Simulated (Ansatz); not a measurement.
## Geometry relaxation, with input and output: BSiH4OF (part 1 of 2)

BSiH4OF, computed with RKS PBE0-D4/def2-SVPD (Ansatz 0.2.0).

It belongs to a series of runs on one base structure; here: end point B relaxed. Figures and captions count atoms from 1; the log counts them from 0 in places.

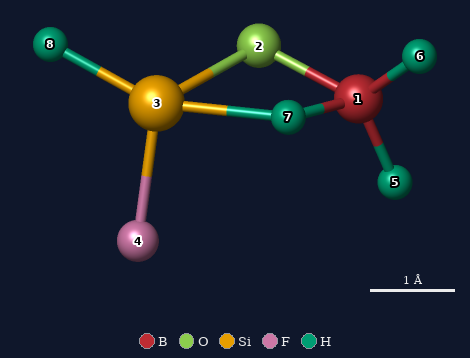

Fig. 1: The structure as given in the input (ball-and-stick view, seen at a tilt; atoms are numbered from 1 in the order of the input). Bond lengths as drawn: B–H 1.17 to 1.23 Å, B–O 1.43 Å, F–Si 1.68 Å, H–Si 1.46 to 1.61 Å and O–Si 1.70 Å.

Key numbers

| quantity | value |
| --- | --- |
| outcome | converged |
| total energy | −13370.8147 eV |
| mean-field energy | −13370.7093 eV |
| largest force (length of the vector) at the end | 0.003 eV/Å |
| hardware | 2 threads of Arm Neoverse V1, 24 GiB of memory available, shared host |
| wall time | 82 s (CPU time 2.7 min) |
| peak memory | 0.23 GiB |

The input
```yaml
crystal:
  periodic: [false, false, false]
  atoms:
    - { symbol: B, position_ang: [-0.6872, 1.1949, -0.1842] }
    - { symbol: O, position_ang: [-0.9459, 0.005, 0.5632] }
    - { symbol: Si, position_ang: [0.4119, -0.9627, 0.2452] }
    - { symbol: F, position_ang: [0.5319, -1.4501, -1.3575] }
    - { symbol: H, position_ang: [-1.1481, 1.3249, -1.3167] }
    - { symbol: H, position_ang: [-0.2092, 2.1839, 0.3107] }
    - { symbol: H, position_ang: [0.31978, 0.60113, -0.13586] }
    - { symbol: H, position_ang: [0.4338, -2.1359, 1.1163] }
basis:
  gaussian: { orbitals: def2-SVPD }
hamiltonian:
  xc: pbe0
  dispersion: d4
relax:
  f_tol: 0.02
  max_steps: 50
```

Launched with:
```bash
ansatz run input.yaml --threads 2 --pin off --max-ram 3072MiB --backend cpu --events-out ev --progress --plain --runs-dir out
```

The program's output
```
The last accepted step is kept in [file] (removed where the run ends without a failure and the disk answers)
Engine: ansatz 0.2.0, aarch64-unknown-linux-gnu
Functional definition: PBE0
  parameter a = 0.25
  parameter kappa = 0.804
  parameter beta = 0.06672455060314922
  exchange = (1 - a)*pbe_x(kappa = kappa, mu = beta*pi^2/3) + a*exact_x
  correlation = pbe_c(beta = beta)
1030 factors; their error is unknown
mean field evaluation 1: about -13356.8951 eV, gradient 6.4e1 eV
mean field evaluation 2: about -13275.6125 eV, gradient 1.8e2 eV
mean field evaluation 4: about -13365.3099 eV, gradient 1.9e1 eV
mean field evaluation 8: about -13365.9043 eV, gradient 8.1e-2 eV
mean field evaluation 16: about -13365.9971 eV, gradient 2.2e-5 eV
mean field -13365.99707801 eV, -491.1913328185 hartree, gradient 2.2e-5 eV, S^2 0.000000; 0 other end points of the search recorded, 0 dependent functions left out
the calculation of the forces begins
reference -13365.99711184 eV, -491.1913340618 hartree; 20, 20 occupied and 102, 102 virtual orbitals, 1030 factors
relax step   1: F+E_penalty+E_count = -13366.10228805 eV  Δ(F+E_penalty+E_count) = +0.000e0 eV  max|allowed force component| = 7.784e0 eV/Å  Δτ_max = 0.0000 Å  (29 SCF iters, accepted)
these checks for a lower state are left out or cut short: starts, cluster_reference, orbital_swaps, neighbouring_geometries, increment
1030 factors; their error is unknown
mean field -13367.97576860 eV, -491.2640483567 hartree, gradient 9.0e-6 eV, S^2 0.000000; 0 other end points of the search recorded, 0 dependent functions left out
[... from here on the field's lines of each further geometry are left out, up to the last ...]
relax step   2: F+E_penalty+E_count = -13368.08150266 eV  Δ(F+E_penalty+E_count) = -1.979e0 eV  max|allowed force component| = 4.446e0 eV/Å  Δτ_max = 0.1947 Å  (35 SCF iters, accepted)
relax step   3: F+E_penalty+E_count = -13369.19741044 eV  Δ(F+E_penalty+E_count) = -1.116e0 eV  max|allowed force component| = 1.091e0 eV/Å  Δτ_max = 0.1948 Å  (35 SCF iters, accepted)
relax step   4: F+E_penalty+E_count = -13369.55216896 eV  Δ(F+E_penalty+E_count) = -3.548e-1 eV  max|allowed force component| = 7.191e-1 eV/Å  Δτ_max = 0.2000 Å  (36 SCF iters, accepted)
relax step   5: F+E_penalty+E_count = -13369.77508593 eV  Δ(F+E_penalty+E_count) = -2.229e-1 eV  max|allowed force component| = 7.426e-1 eV/Å  Δτ_max = 0.1963 Å  (32 SCF iters, accepted)
relax step   6: F+E_penalty+E_count = -13369.84393090 eV  Δ(F+E_penalty+E_count) = -6.884e-2 eV  max|allowed force component| = 7.398e-1 eV/Å  Δτ_max = 0.1220 Å  (29 SCF iters, accepted)
relax step   7: F+E_penalty+E_count = -13369.92333361 eV  Δ(F+E_penalty+E_count) = -7.940e-2 eV  max|allowed force component| = 9.168e-1 eV/Å  Δτ_max = 0.1244 Å  (30 SCF iters, accepted)
relax step   8: F+E_penalty+E_count = -13370.08983618 eV  Δ(F+E_penalty+E_count) = -1.665e-1 eV  max|allowed force component| = 6.692e-1 eV/Å  Δτ_max = 0.1951 Å  (33 SCF iters, accepted)
relax step   9: F+E_penalty+E_count = -13370.23290803 eV  Δ(F+E_penalty+E_count) = -1.431e-1 eV  max|allowed force component| = 1.079e0 eV/Å  Δτ_max = 0.1952 Å  (35 SCF iters, accepted)
relax step  10: F+E_penalty+E_count = -13370.39811267 eV  Δ(F+E_penalty+E_count) = -1.652e-1 eV  max|allowed force component| = 8.406e-1 eV/Å  Δτ_max = 0.1994 Å  (33 SCF iters, accepted)
relax step  11: F+E_penalty+E_count = -13370.51829555 eV  Δ(F+E_penalty+E_count) = -1.202e-1 eV  max|allowed force component| = 6.003e-1 eV/Å  Δτ_max = 0.1949 Å  (33 SCF iters, accepted)
relax step  12: F+E_penalty+E_count = -13370.62144872 eV  Δ(F+E_penalty+E_count) = -1.032e-1 eV  max|allowed force component| = 3.242e-1 eV/Å  Δτ_max = 0.2000 Å  (33 SCF iters, accepted)
relax step  13: F+E_penalty+E_count = -13370.69156723 eV  Δ(F+E_penalty+E_count) = -7.012e-2 eV  max|allowed force component| = 3.053e-1 eV/Å  Δτ_max = 0.2000 Å  (34 SCF iters, accepted)
relax step  14: F+E_penalty+E_count = -13370.75536012 eV  Δ(F+E_penalty+E_count) = -6.379e-2 eV  max|allowed force component| = 2.842e-1 eV/Å  Δτ_max = 0.2000 Å  (33 SCF iters, accepted)
relax step  15: F+E_penalty+E_count = -13370.77815647 eV  Δ(F+E_penalty+E_count) = -2.280e-2 eV  max|allowed force component| = 1.879e-1 eV/Å  Δτ_max = 0.0799 Å  (29 SCF iters, accepted)
relax step  16: F+E_penalty+E_count = -13370.78343657 eV  Δ(F+E_penalty+E_count) = -5.280e-3 eV  max|allowed force component| = 5.345e-1 eV/Å  Δτ_max = 0.1939 Å  (35 SCF iters, accepted)
relax step  17: F+E_penalty+E_count = -13370.80831505 eV  Δ(F+E_penalty+E_count) = -2.488e-2 eV  max|allowed force component| = 7.190e-2 eV/Å  Δτ_max = 0.0578 Å  (30 SCF iters, accepted)
relax step  18: F+E_penalty+E_count = -13370.80886778 eV  Δ(F+E_penalty+E_count) = -5.527e-4 eV  max|allowed force component| = 6.131e-2 eV/Å  Δτ_max = 0.0185 Å  (30 SCF iters, accepted)
relax step  19: F+E_penalty+E_count = -13370.81121113 eV  Δ(F+E_penalty+E_count) = -2.343e-3 eV  max|allowed force component| = 5.303e-2 eV/Å  Δτ_max = 0.0750 Å  (29 SCF iters, accepted)
relax step  20: F+E_penalty+E_count = -13370.81111906 eV  Δ(F+E_penalty+E_count) = +9.207e-5 eV  max|allowed force component| = 1.975e-1 eV/Å  Δτ_max = 0.1333 Å  (28 SCF iters, rejected (line search))
relax step  21: F+E_penalty+E_count = -13370.81232209 eV  Δ(F+E_penalty+E_count) = -1.111e-3 eV  max|allowed force component| = 5.514e-2 eV/Å  Δτ_max = 0.0654 Å  (29 SCF iters, accepted)
relax step  22: F+E_penalty+E_count = -13370.81118409 eV  Δ(F+E_penalty+E_count) = +1.138e-3 eV  max|allowed force component| = 1.480e-1 eV/Å  Δτ_max = 0.0977 Å  (29 SCF iters, rejected (line search))
relax step  23: F+E_penalty+E_count = -13370.81265834 eV  Δ(F+E_penalty+E_count) = -3.363e-4 eV  max|allowed force component| = 7.535e-2 eV/Å  Δτ_max = 0.0474 Å  (28 SCF iters, accepted)
relax step  24: F+E_penalty+E_count = -13370.81337318 eV  Δ(F+E_penalty+E_count) = -7.148e-4 eV  max|allowed force component| = 6.859e-2 eV/Å  Δτ_max = 0.0488 Å  (29 SCF iters, accepted)
relax step  25: F+E_penalty+E_count = -13370.81353883 eV  Δ(F+E_penalty+E_count) = -1.656e-4 eV  max|allowed force component| = 6.529e-2 eV/Å  Δτ_max = 0.0096 Å  (30 SCF iters, accepted)
relax step  26: F+E_penalty+E_count = -13370.81378259 eV  Δ(F+E_penalty+E_count) = -2.438e-4 eV  max|allowed force component| = 5.729e-2 eV/Å  Δτ_max = 0.0508 Å  (29 SCF iters, accepted)
relax step  27: F+E_penalty+E_count = -13370.81416979 eV  Δ(F+E_penalty+E_count) = -3.872e-4 eV  max|allowed force component| = 4.365e-2 eV/Å  Δτ_max = 0.0402 Å  (30 SCF iters, accepted)
relax step  28: F+E_penalty+E_count = -13370.81459487 eV  Δ(F+E_penalty+E_count) = -4.251e-4 eV  max|allowed force component| = 8.039e-3 eV/Å  Δτ_max = 0.0279 Å  (30 SCF iters, accepted)
relax step  29: F+E_penalty+E_count = -13370.81462328 eV  Δ(F+E_penalty+E_count) = -2.841e-5 eV  max|allowed force component| = 3.095e-2 eV/Å  Δτ_max = 0.0315 Å  (30 SCF iters, accepted)
relax step  30: F+E_penalty+E_count = -13370.81459990 eV  Δ(F+E_penalty+E_count) = +2.338e-5 eV  max|allowed force component| = 2.992e-2 eV/Å  Δτ_max = 0.0070 Å  (29 SCF iters, rejected (line search))
the calculation of the forces begins
reference -13370.70930544 eV, -491.3645039828 hartree; 20, 20 occupied and 102, 102 virtual orbitals, 1030 factors
relax step  31: F+E_penalty+E_count = -13370.81467098 eV  Δ(F+E_penalty+E_count) = -4.770e-5 eV  max|allowed force component| = 2.320e-3 eV/Å  Δτ_max = 0.0027 Å  (30 SCF iters, accepted)
```

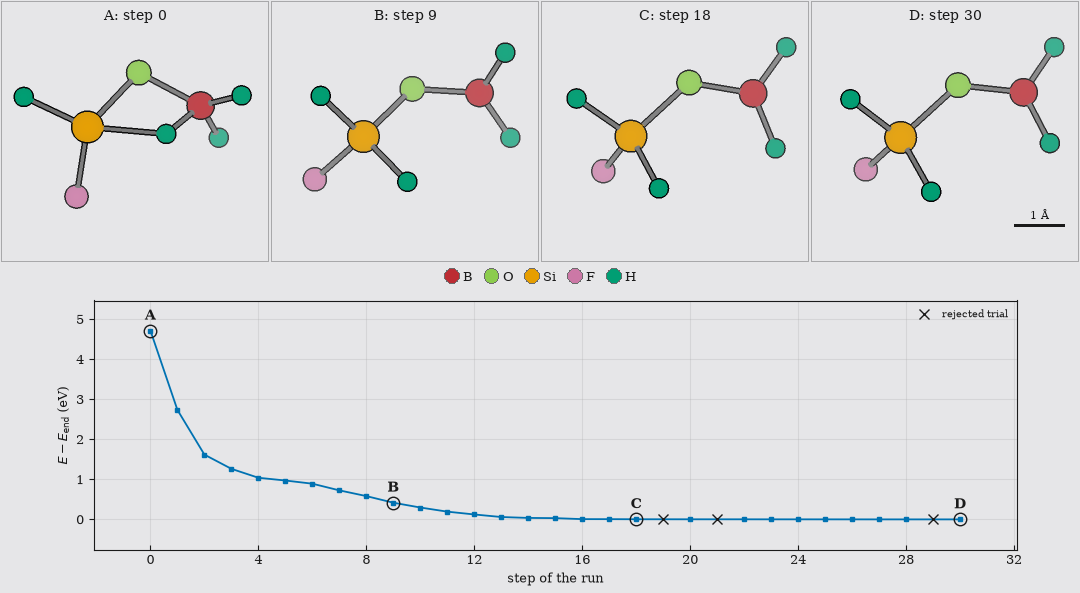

Fig. 2: Frames of the relaxation (ball-and-stick view, seen at a tilt) above the curves, on which the letters mark them (the first geometry is step 0 here and step 1 in the log).

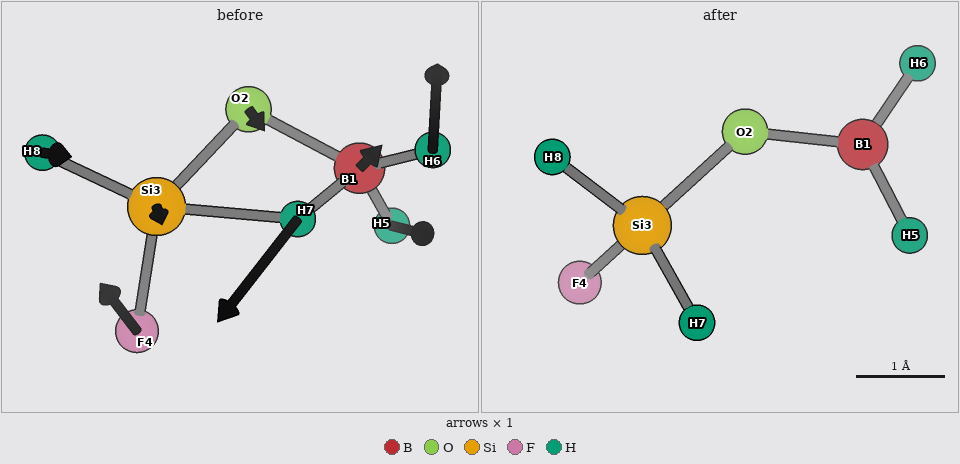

Fig. 3: Before (left) and after (right) the relaxation, at one scale (ball-and-stick view, seen at a tilt). The black arrows give the displacements, at true length. Over 30 geometry steps the energy falls by 4.712 eV. Largest force component: 7.8 eV/Å at the start, 0.0023 eV/Å at the end. The line search rejected the trial steps at points 19, 21, 29 (counted from 0) and went back. H6 moves most after the best rigid fit: 1.72 Å. Largest moves by element: H 1.72 Å, F 0.90 Å, B 0.39 Å, O 0.32 Å, Si 0.26 Å. Among the contacts that change: B1–H7 1.170 → 3.127 Å, Si3–H7 1.612 → 1.484 Å, B1–O2 1.429 → 1.354 Å, Si3–F4 1.679 → 1.628 Å. Bonds break: B1–H7 (1.17 → 3.13 Å). Among the angles that change: O2–Si3–H7 56.3° → 110.5°, H7–Si3–H8 157.0° → 115.2°, B1–O2–Si3 103.4° → 131.1°. (Atoms are counted from 1 in the order of the input.)

```
1030 factors; their error is unknown
mean field -13370.70926978 eV, -491.3645026722 hartree, gradient 7.7e-6 eV, S^2 0.000000; 1 other end points of the search recorded, 0 dependent functions left out
the calculation of the forces begins
reference -13370.70930544 eV, -491.3645039828 hartree; 20, 20 occupied and 102, 102 virtual orbitals, 1030 factors
Total energy: -13370.81470664 eV, -491.3683774054 hartree
Atom 0 at    -0.989714     1.426777     0.011784 Å, force     0.000449    -0.001461     0.000480 eV/Å
Atom 1 at    -0.654708     0.199521     0.474902 Å, force    -0.001157     0.000262     0.000328 eV/Å
Atom 2 at     0.466248    -0.911364    -0.071163 Å, force    -0.002320     0.001671    -0.000264 eV/Å
Atom 3 at    -0.329972    -2.007563    -0.974515 Å, force    -0.000809    -0.000907    -0.000608 eV/Å
Atom 4 at    -0.389052     1.901405    -0.927984 Å, force    -0.000037     0.001546    -0.000706 eV/Å
Atom 5 at    -1.884647     2.017765     0.564533 Å, force     0.001579    -0.001344    -0.000539 eV/Å
Atom 6 at     1.468831    -0.252368    -0.943729 Å, force     0.000878     0.000523     0.000140 eV/Å
Atom 7 at     1.019994    -1.613044     1.107310 Å, force     0.001418    -0.000291     0.001169 eV/Å
Dipole moment:     0.308883     0.103194     0.091050 e Å
```

Trajectory as extended XYZ (Å, eV, eV/Å), 26 of the 31 frames kept, from step=1 to step=31
```
8
Properties=species:S:1:pos:R:3:forces:R:3 step=1 energy=-13366.10229
B    -0.6872    1.1949   -0.1842   -2.5096   1.4599  -1.2243
O    -0.9459    0.0050    0.5632   -3.2927  -3.0141   2.0823
Si    0.4119   -0.9627    0.2452   -2.4468   2.7464  -2.6203
F     0.5319   -1.4501   -1.3575    0.0208  -0.2145   1.5785
H    -1.1481    1.3249   -1.3167   -0.1218  -0.0969   0.5352
H    -0.2092    2.1839    0.3107    0.0084   0.0578   0.4358
H     0.3198    0.6011   -0.1359    7.7836  -0.8494  -1.0828
H     0.4338   -2.1359    1.1163    0.5582  -0.0891   0.2956
8
Properties=species:S:1:pos:R:3:forces:R:3 step=2 energy=-13368.08150
B    -0.6625    1.1668   -0.1937   -1.4627  -0.0451  -0.0007
O    -1.0661   -0.0341    0.5327   -0.9694  -1.6321   0.7442
Si    0.3266   -0.9147    0.2048   -2.8344   1.8275  -1.7862
F     0.5021   -1.5033   -1.3404    0.0424   0.0416   1.2360
H    -1.1576    1.3330   -1.2942    0.2328  -0.0941   0.0964
H    -0.2367    2.1586    0.3669   -0.0581  -0.1770   0.2885
H     0.5113    0.6249   -0.1616    4.4459  -0.3711  -0.5996
H     0.4898   -2.0700    1.1266    0.6035   0.4504   0.0213
8
Properties=species:S:1:pos:R:3:forces:R:3 step=3 energy=-13369.19741
B    -0.6662    1.1182   -0.1768   -0.5637   0.4642   0.3494
O    -1.1832   -0.0696    0.5437   -0.2417  -0.0882  -0.1053
Si    0.1891   -0.8601    0.1566   -0.2775  -0.0690  -0.5787
F     0.4778   -1.5090   -1.3220   -0.2769  -0.0067   0.5112
H    -1.1224    1.3117   -1.2894    0.3781  -0.2446   0.0170
H    -0.2495    2.1167    0.3995   -0.2969  -0.3756   0.2383
H     0.7044    0.6352   -0.1859    1.0906  -0.6443  -0.1064
H     0.5569   -1.9821    1.1154    0.1881   0.9643  -0.3256
8
Properties=species:S:1:pos:R:3:forces:R:3 step=5 energy=-13369.77509
B    -0.6912    1.1394   -0.1411   -0.7426   0.0366   0.3997
O    -1.2770   -0.1067    0.3908    0.2094   0.4179  -0.2326
Si    0.1395   -0.8452    0.0681    0.3486  -0.4048  -0.0606
F     0.2520   -1.6806   -1.3214   -0.0817  -0.0171   0.2482
H    -0.9044    1.3763   -1.3113    0.1999  -0.0003   0.0633
H    -0.4120    2.0208    0.6504    0.0063  -0.1839  -0.1430
H     0.8370    0.5048   -0.2542    0.1865  -0.1005  -0.0064
H     0.7631   -1.6476    1.1597   -0.1264   0.2520  -0.2685
```
